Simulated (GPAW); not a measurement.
# Near-edge structure at the O K edge of Ag2PdO2 (Immm), part 2 of 2

What does one-electron theory with a core hole give for the O K edge of Ag2PdO2 (Immm)?

GPAW 26.7.0; X-ray absorption from dipole matrix elements to empty bands, plane-wave PAW LDA.

So far. Step 2 (Ground state of the crystal): The mesh shows no gap, so the system is treated as a metal and the core electron is put at the Fermi level (neutral cell).

**4. Spectrum with XCH, O atom 4**

The holes are 7.1 Å apart. In GPAW the data set carries the hole's charge, so charge=0 means a charged cell and charge=-1 a neutral one. The excited electron is kept in the cell, where it fills the lowest empty states and screens the hole. After the field has converged, empty bands are computed with the density fixed and the dipole matrix elements are summed.

The absorber has 2 Pd at 2.03 Å and 2 Ag at 2.28 Å (4-fold, site symmetry mm2).

Contents of xas.py:

```python
import numpy as np
from ase import Atoms
from ase.parallel import parprint, paropen
from gpaw import GPAW, PW, FermiDirac, Mixer, MixerDif, setup_paths
from gpaw.test import gen
setup_paths.insert(0, '.')
gen('O', name='fch1s', xcname='LDA', corehole=(1, 0, 1), write_xml=True)
from gpaw.mpi import world
world.barrier()

atoms = Atoms('Ag10Pd5O10',
    cell=[[4.512045, -2.277615, -4.94885],
     [-4.512045, 2.277615, -4.94885],
     [6.01606, 4.55523, 0]],
    scaled_positions=[[0.35758, 0.35758, 0],
     [0.55758, 0.15758, 0.2],
     [0.75758, 0.95758, 0.4],
     [0.95758, 0.75758, 0.6],
     [0.15758, 0.55758, 0.8],
     [0.64242, 0.64242, 0],
     [0.84242, 0.44242, 0.2],
     [0.04242, 0.24242, 0.4],
     [0.24242, 0.04242, 0.6],
     [0.44242, 0.84242, 0.8],
     [0, 0, 0],
     [0.2, 0.8, 0.2],
     [0.4, 0.6, 0.4],
     [0.6, 0.4, 0.6],
     [0.8, 0.2, 0.8],
     [0.9627, 0.7627, 0.1],
     [0.1627, 0.5627, 0.3],
     [0.3627, 0.3627, 0.5],
     [0.5627, 0.1627, 0.7],
     [0.7627, 0.9627, 0.9],
     [0.4373, 0.8373, 0.3],
     [0.6373, 0.6373, 0.5],
     [0.8373, 0.4373, 0.7],
     [0.0373, 0.2373, 0.9],
     [0.2373, 0.0373, 0.1]],
    pbc=True)
atoms.calc = calc = GPAW(legacy_gpaw=True, mode=PW(500), xc='LDA', setups={15: 'fch1s'},
    kpts={'size': (3, 3, 3), 'gamma': True}, occupations=FermiDirac(0.1),
    charge=-1, mixer=Mixer(0.1, 5, 50), maxiter=150,
    convergence={'density': 0.0001}, txt='scf.txt')
energy = atoms.get_potential_energy() + calc.get_reference_energy()
ef = calc.get_fermi_level()
out = dict(energy=energy, fermi=ef, forces=atoms.get_forces().tolist())
parprint(f'all-electron energy {energy:.4f} eV, Fermi level {ef:.4f} eV')
ev = np.array([[calc.get_eigenvalues(k, s) for k in range(len(calc.get_ibz_k_points()))] for s in range(calc.get_number_of_spins())])
out['homo'], out['lumo'], out['counts'] = ev[ev < ef].max(), ev[ev > ef].min(), sorted(set((ev < ef).sum((0, 2)).tolist()))
out['filled'] = (ev[:, 0] < ef).sum(1).tolist()

from ase.units import Ha
from gpaw.xas import dipole_matrix_elements
nb = int(calc.get_number_of_electrons() / 2) + 229
top, nb = nb, nb + 8 + nb // 12
nscf = calc.fixed_density(kpts={'size': (3, 3, 3), 'gamma': True}, nbands=nb,
    convergence={'bands': top, 'eigenstates': 1e-5}, maxiter=60, txt='nscf.txt')
cell = atoms.cell.array
ops = [cell.T @ U.T @ np.linalg.inv(cell.T) for U in nscf.wfs.kd.symmetry.op_scc]
E = np.arange(-6, 34, 0.1)
fwhm = np.interp(E, [4, 25], [0.9, 3.5])
Y, X, zero, highest = 0, 0, 1e9, 1e9
for spin in range(nscf.get_number_of_spins()):
    wfs = nscf.wfs
    A = dipole_matrix_elements(wfs.setups[15])
    eps = np.zeros((wfs.kd.nibzkpts, nb))
    d = np.zeros((3, A.shape[1], wfs.kd.nibzkpts, nb), complex)
    for kpt in wfs.kpt_u:
        if kpt.s == spin and 15 in kpt.P_ani:
            eps[kpt.k] = kpt.eps_n * Ha
            d[:, :, kpt.k] = (kpt.weight * wfs.nspins / 2) ** 0.5 * np.inner(A, kpt.P_ani[15])
    world.sum(eps)
    world.sum(d)
    T = np.einsum('amkn,bmkn->abkn', d, d.conj()).real
    T = sum(np.einsum('ai,ijkn,bj->abkn', R, T, R) for R in ops) / len(ops)
    empty = eps > ef
    zero, highest = min(zero, eps[empty].min()), min(highest, eps[:, top - 1].min())
    lines = [(eps, T, empty)] if spin == 0 else lines + [(eps, T, empty)]
for eps, T, empty in lines:
    f = np.einsum('aakn->akn', T).reshape(3, -1)
    x = eps.ravel() - zero
    w = np.interp(x, E, fwhm) / 2.35482
    g = np.exp(-0.5 * ((E[:, None] - x) / w) ** 2) / (w * (2 * np.pi) ** 0.5)
    Y = Y + (f * empty.ravel()) @ g.T
    X = X + (f * ~empty.ravel()) @ g.T
out.update(E=E.round(2).tolist(), xas=Y.tolist(), xes=X.tolist(), zero=zero, valid=highest - zero, nk=len(eps), nb=nb)
for i in range(0, len(E), 10):
    parprint(f'{E[i]:7.2f}', *(f'{v:10.3e}' for v in Y[:, i]))
import json
with paropen('out.json', 'w') as f:
    json.dump(out, f)
```

The run is started by

```
> OMP_NUM_THREADS=1 mpirun -n 4 gpaw python xas.py
```

Numbers of over 12 decimals in the logs are rounded to 6 here.

The program printed:

```text
Input parameters:
  charge: -1
  convergence: {density: 0.0001}
  kpts: {gamma: True,
         size: (3, 3, 3)}
  maxiter: 150
  mixer: {backend: pulay,
          beta: 0.1,
          method: separate,
          nmaxold: 5,
          weight: 50}
  mode: {ecut: 500.0,
         name: pw}
  occupations: {fixmagmom: False,
                name: fermi-dirac,
                width: 0.1}
  setups: {15: fch1s}

Initialize ...

[... PAW data sets ...]

Reference energy: -2149864.126981  # eV

Spin-paired calculation

[... convergence settings ...]
Symmetries present (total): 1
  [... symmetry matrices ...]

27 k-points: 3 x 3 x 3 Monkhorst-Pack grid
14 k-points in the irreducible part of the Brillouin zone
       k-points in crystal coordinates                weights
   0:     0.00000000    0.00000000    0.00000000          1/27
   1:     0.00000000    0.00000000    0.33333333          2/27
   2:     0.00000000    0.33333333   -0.33333333          2/27
   3:     0.00000000    0.33333333    0.00000000          2/27
   4:     0.00000000    0.33333333    0.33333333          2/27
   5:     0.33333333   -0.33333333   -0.33333333          2/27
   6:     0.33333333   -0.33333333    0.00000000          2/27
   7:     0.33333333   -0.33333333    0.33333333          2/27
   8:     0.33333333    0.00000000   -0.33333333          2/27
   9:     0.33333333    0.00000000    0.00000000          2/27
          ...
  13:     0.33333333    0.33333333    0.33333333          2/27

Wave functions: Plane wave expansion
  Cutoff energy: 500.000 eV
  Number of coefficients (min, max): 8573, 8632
  Pulay-stress correction: 0.000000 eV/Ang^3 (de/decut=0.000000)
  Using FFTW library
  Wavefunction extrapolation:
    Improved wavefunction reuse through dual PAW basis

Occupation numbers: Fermi-Dirac:
  width: 0.1000  # eV

Eigensolver
   Davidson(niter=2)

Densities:
  Coarse grid: 40*40*40 grid
  Fine grid: 80*80*80 grid
  Total Charge: 0.000000

Density mixing:
  Method: separate
  Backend: pulay
  Linear mixing parameter: 0.1
  old densities: 5
  Width of damping distribution: 1.1
  Damping of long wavelength oscillations: 50

[... Hamiltonian set-up ...]
Number of atoms: 25
Number of atomic orbitals: 220
Number of bands in calculation: 191
Number of valence electrons: 311
Bands to converge: occupied

... initialized

Initializing position-dependent things.

Density initialized from atomic densities
Creating initial wave functions:
  191 bands from LCAO basis set

                         O
           Pd
                Ag     Ag
              O      Ag
            O      O       O
           Ag     Ag
        Pd      Pd   AgPd      Pd
            O      O       O

           Ag     Ag     O
                Ag     Ag
              O

Atomic positions and initial magnetic moments

Positions:
   0 Ag    -0.000000    0.000000   -3.539220    ( 0.0000,  0.0000,  0.0000)
   1 Ag     3.008030    0.000000   -3.539220    ( 0.0000,  0.0000,  0.0000)
   2 Ag     1.504015    2.277615   -8.488070    ( 0.0000,  0.0000,  0.0000)
   3 Ag     4.512045    2.277615   -8.488070    ( 0.0000,  0.0000,  0.0000)
   4 Ag     3.008030    4.555230   -3.539220    ( 0.0000,  0.0000,  0.0000)
   5 Ag     0.000000    0.000000   -6.358480    ( 0.0000,  0.0000,  0.0000)
   6 Ag     3.008030    0.000000   -6.358480    ( 0.0000,  0.0000,  0.0000)
[...]
22 O      6.016060    2.277615   -6.307804    ( 0.0000,  0.0000,  0.0000)
  23 O      4.512045    4.555230   -1.358954    ( 0.0000,  0.0000,  0.0000)
  24 O      1.504015   -0.000000   -1.358954    ( 0.0000,  0.0000,  0.0000)

Unit cell:
           periodic     x           y           z      points  spacing
  1. axis:    yes    4.512045   -2.277615   -4.948850    40     0.1673
  2. axis:    yes   -4.512045    2.277615   -4.948850    40     0.1673
  3. axis:    yes    6.016060    4.555230    0.000000    40     0.1694

  Lengths:   7.073698   7.073698   7.546065
  Angles:  108.310403  71.689597  91.208090

Effective grid spacing dv^(1/3) = 0.1743

iter:   1  -193.036455
iter:   2  -163.125946   -0.53  -1.16
iter:   3  -150.931122   -0.76  -1.36
iter:   4  -144.566499   -1.65  -1.50
iter:   5  -143.041288   -2.31  -1.65
iter:   6  -142.160701   -2.22  -1.72
iter:   7  -141.542389   -2.50  -1.87
iter:   8  -141.483782   -3.23  -2.36
iter:   9  -141.466049c  -3.64  -2.69
iter:  10  -141.460288c  -4.21  -2.90
iter:  11  -141.458381c  -4.63  -3.08
iter:  12  -141.457971c  -5.24  -3.31
iter:  13  -141.457676c  -5.34  -3.49
iter:  14  -141.457563c  -5.97  -3.78
iter:  15  -141.457535c  -6.31  -4.10c
iter:  16  -141.457538c  -6.69  -4.32c
iter:  17  -141.457539c  -7.24  -4.67c
iter:  18  -141.457539c  -7.46c -4.80c

Converged after 18 iterations.

Dipole moment: (0.094548, 0.011825, -0.309424) |e|*Ang

Energy contributions relative to reference atoms: (reference = -2149864.126981)

Kinetic:        +78.967552
Potential:     -107.781459
External:        +0.000000
XC:            -111.703064
Entropy (-ST):   -0.127244
Local:           -0.876947
SIC:             +0.000000
--------------------------
Free energy:   -141.521161
Extrapolated:  -141.457539

Showing only first 2 kpts
 Kpt  Band  Eigenvalues  Occupancy
  0   153      6.11186    1.99960
  0   154      6.12799    1.99953
  0   155      6.50667    1.97929
  0   156      7.31937    0.05493

  1   153      6.31523    1.99692
  1   154      6.51275    1.97801
  1   155      6.73389    1.81573
[...]
Fermi level: 6.96268

No gap
No difference between direct/indirect transitions

Forces in eV/Ang:
  0 Ag   -0.00537   -0.03647   -0.12514
  1 Ag    0.00537    0.03647   -0.12514
  2 Ag   -0.00456    0.79894   -0.06025
  3 Ag    0.00000   -0.00000   -0.11853
  4 Ag    0.00456   -0.79894   -0.06025
  5 Ag   -0.15125   -0.04140    0.34658
  6 Ag    0.15125    0.04140    0.34658
[...]
22 O     0.05860    0.03041   -0.16360
 23 O     0.22845    0.07119   -0.01235
 24 O     0.00000    0.00000    0.06223
Scalar-relativistic atomic LDA calculation for O (Oxygen, Z=8)
Core hole in 1s state (1s occupation: 1.0)
300 radial gridpoints.
|------------------------------------------------|
|------------------------------------------------|
[... the atom generator's iteration count ...]

Energy contributions:
-------------------------
Kinetic:      +54.046737
XC:            -5.876031
Potential:   -102.458324
-------------------------
Total:        -54.287618

state      eigenvalue         ekin         rmax
-----------------------------------------------
1s^1.0 :   -21.731873    30.611423        0.127
2s^2.0 :    -1.594915     4.066245        0.801
2p^4.0 :    -1.067100     3.825706        0.682
-----------------------------------------------
(units: Bohr and Hartree)

Generating PAW setup
Kinetic energy of the core from tauc = 30.636371
Cutoffs:
rc(s)=1.300
rc(p)=1.130
rc(d)=1.170
rc(vbar)=1.300
rc(comp)=1.260
rc(nct)=1.300

Kinetic energy of the core states: 30.611423
Charge: 1.0
Core electrons: 1.0
Valence electrons: 6.0
Pseudo-core charge: 0.000198
Shape function alpha=6.299
Pseudo-electron charge 5.280306
state    eigenvalue         norm
--------------------------------
2s(2) :    -1.594915     1.065643
*s    :    -0.594915
2p(4) :    -1.067100     0.787205
*p    :    -0.067100
*d    :     0.000000
--------------------------------

Diagonalizing with gridspacing h=0.050

state   all-electron     PAW
-------------------------------
2s:      -1.594915    -1.596334
2p:      -1.067100    -1.073375
*d:                   -0.060686
*f:                   -0.013559
-------------------------------
all-electron energy -2150005.5845 eV, Fermi level 6.9627 eV
[...]
31.00  5.127e-05  5.293e-05  4.096e-05
  32.00  5.499e-05  4.896e-05  4.280e-05
  33.00  5.884e-05  4.483e-05  4.625e-05
```

Run time: 15 min. Hardware: 4 MPI ranks of Arm Neoverse V2, shared host; peak memory 1.1 GiB; 61 min of CPU time.

The O K spectrum, O atom 4, excited-electron core hole (neutral cell) (energy from the lowest empty level; intensity scaled to a mean of 1 over the first 20 eV; polarised curves are means over the symmetry-equivalent atoms):

| E (eV) | isotropic | ε ∥ x | ε ∥ y | ε ∥ z |
| --- | --- | --- | --- | --- |
| -2.0 | 0.00 | 0.00 | 0.00 | 0.00 |
| -0.5 | 0.11 | 0.12 | 0.05 | 0.16 |
| 1.0 | 2.53 | 3.43 | 2.07 | 2.10 |
| 2.5 | 0.72 | 0.55 | 0.65 | 0.97 |
| 4.0 | 0.97 | 0.82 | 1.15 | 0.93 |
| 5.5 | 0.94 | 0.55 | 1.19 | 1.09 |
| 7.0 | 1.43 | 1.83 | 1.11 | 1.35 |
| 8.5 | 0.88 | 1.33 | 0.69 | 0.61 |
| 10.0 | 0.73 | 0.80 | 0.75 | 0.63 |
| 11.5 | 0.97 | 1.09 | 0.87 | 0.94 |
| 13.0 | 1.00 | 1.12 | 0.87 | 1.00 |
| 14.5 | 1.05 | 1.06 | 0.97 | 1.11 |
| 16.0 | 0.79 | 0.77 | 0.71 | 0.88 |
| 17.5 | 0.55 | 0.43 | 0.53 | 0.71 |
| 19.0 | 0.55 | 0.37 | 0.49 | 0.79 |
| 20.5 | 0.68 | 0.48 | 0.65 | 0.91 |
| 22.0 | 0.82 | 0.64 | 0.93 | 0.88 |
| 23.5 | 0.99 | 0.91 | 1.21 | 0.84 |
| 25.0 | 1.14 | 1.23 | 1.28 | 0.91 |
| 26.5 | 1.09 | 1.21 | 1.14 | 0.91 |
| 28.0 | 0.90 | 0.93 | 0.99 | 0.79 |
| 29.5 | 0.82 | 0.82 | 0.95 | 0.70 |
| 31.0 | 0.81 | 0.85 | 0.88 | 0.68 |

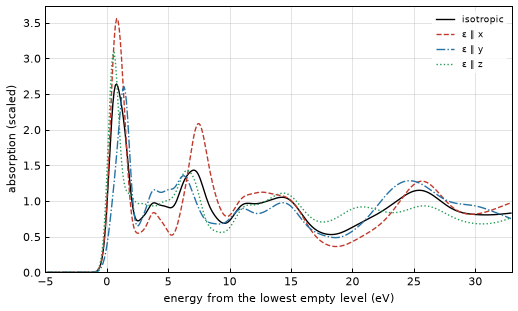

The O K edge, O atom 4, excited-electron core hole (neutral cell): main maxima at 0.8, 7.1 and 14.2 eV.

Main maxima below 24 eV (height): 0.8 eV (2.64), 3.9 eV (0.97), 7.1 eV (1.43) and 14.2 eV (1.05). A K edge sees empty p states; the first features are O p mixed into the empty d states of the Pd neighbours, and the broad ones above probably into the cations' higher empty bands.

The total-energy difference is 533.85 eV. One term is added: -8.83 eV, since the hole is spin-paired here and a spin-polarised one costs that much less in the free atom (computed apart). The photon energy is then 525.02 eV. The functional leaves an error in such absolute values: in the free atom LDA prices this hole 4.1 eV below PBE (computed apart), and PBE is itself good to a few eV.

**5. Outcome**

| Item | Value |
| --- | --- |
| absorber and edge | O K, atom 4 of the ground-state input (counted from 1) |
| surroundings | 2 Pd at 2.03 Å and 2 Ag at 2.28 Å (4-fold, site symmetry mm2) |
| highest intensity below 16 eV | 0.8 eV above the zero, height 2.64 |
| photon energy of the zero, with the added terms | 525.0 eV (raw 533.8 eV; LDA puts this hole about 4 eV below PBE, itself good to a few eV) |

In words: The O K edge of atom 4, with 2 Pd at 2.03 Å and 2 Ag at 2.28 Å (4-fold, site symmetry mm2), has its highest intensity of the first 16 eV at 0.8 eV above the zero, near 526 eV in photon energy (LDA puts this hole about 4 eV below PBE, itself good to a few eV), 2.6 times the mean level of the first 20 eV (Gaussian full width 0.9 eV up to 4 eV, rising linearly to 3.5 eV at 25 eV). At the O K edge of atom 4 polarisation matters most near 0.7 eV, where the curves differ by 2.0 on this scale. 1 further run of this session is left out of this account as redundant. The unit cell's mesh shows no gap over 0.35 eV. That is right for a metallic compound; for a small-gap or correlated insulator it would be the fault of the functional or of the assumed magnetic order, and the hole would be screened too well. The mesh is coarse (0.31 Å⁻¹ between points), so small maxima may be mesh ripples. The structure is a published determination, not relaxed.

[Banner, clock and machine lines of the logs are left out without a mark of their own.]

[Logs are printed without paths, hosts, clocks, repeated set-up lines and the standing remarks that a program may print on its own settings, such as how far it seeks lower states.]

[Hosts, paths, dates, database ids (printed as entryN), source tags and the programs' standing remarks are cut or masked in the printed files.]

[Lists of maxima count a maximum above −3 eV only where it reaches 4 % of the highest in the window and stands out from its surroundings by 2 % of it (1.5 % where it reaches 55 %); shoulders and weaker maxima are passed over, and of the rest the first, up to two pre-edge ones and the few strongest are named.]
